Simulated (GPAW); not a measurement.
Band structure of GaNi (Pm-3m, 2 atoms in the cell).

```xyz
2
Lattice="2.8830 0.0000 0.0000 0.0000 2.8830 0.0000 0.0000 0.0000 2.8830" Properties=species:S:1:pos:R:3 pbc="T T T"
Ga     0.0000     0.0000     0.0000
Ni     1.4415     1.4415     1.4415
```

Level of theory: PBEsol, GPAW PAW datasets PBEsol (made by gpaw-setup) (plane waves; GPAW 25.7.0).

Settings: mode = pw; ecut = 850 eV; xc = PBEsol; kpts = 9 9 9; mesh shift (steps) = 0 0 0; occupations.name = methfessel-paxton; occupations.width = 0.136 eV; occupations.order = 0; nbands = -8; convergence.forces = 0.001 eV/Å; symmetry.symmorphic = false; symmetry.tolerance = 0.0005; maxiter = 100; bandpath_npoints = 40.

The starting cell comes from a database of computed structures (which also holds hypothetical and non-ambient phases and stackings), without a prior relaxation at this level. Its lattice was rescaled by a random factor within 2.5 % of one. Spin polarisation is off.

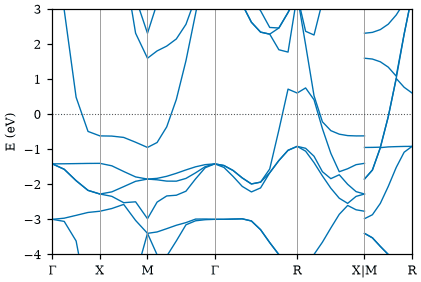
Bands along the path, energies from the Fermi level.

Levels in eV from the Fermi level, bands 6 to 13:
| point | 6 | 7 | 8 | 9 | 10 | 11 | 12 | 13 |
|---|---|---|---|---|---|---|---|---|
| Γ | -3.00 | -1.42 | -1.42 | -1.42 | 4.92 | 4.92 | 4.92 | 10.45 |
| X | -2.77 | -2.28 | -2.28 | -1.40 | -0.62 | 10.33 | 10.33 | 11.18 |
| M | -3.40 | -2.98 | -1.85 | -1.85 | -0.95 | 1.60 | 2.31 | 11.48 |
| R | -4.32 | -0.92 | -0.92 | 0.61 | 3.40 | 3.40 | 3.40 | 4.23 |

Bands cross the Fermi level along this path, so the cell is metallic at this level.
